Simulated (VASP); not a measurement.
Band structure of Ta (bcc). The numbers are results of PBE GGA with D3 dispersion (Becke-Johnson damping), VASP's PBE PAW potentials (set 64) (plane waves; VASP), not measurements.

Unless said otherwise, spin-orbit coupling is left out, though it shifts the bands of the heavy elements here.

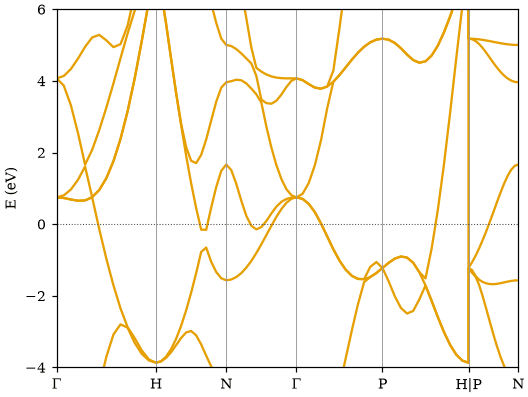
Figure: Bands along high-symmetry lines, zero at the valence-band maximum or, without a gap, the Fermi level

Q: Read the plot: is there a gap, and where are the band edges?

A: It has no gap at this level: it comes out as a metal or semimetal. (Edges off the drawn lines would not show.)

The compound is Ta in the bcc structure. It was relaxed first.
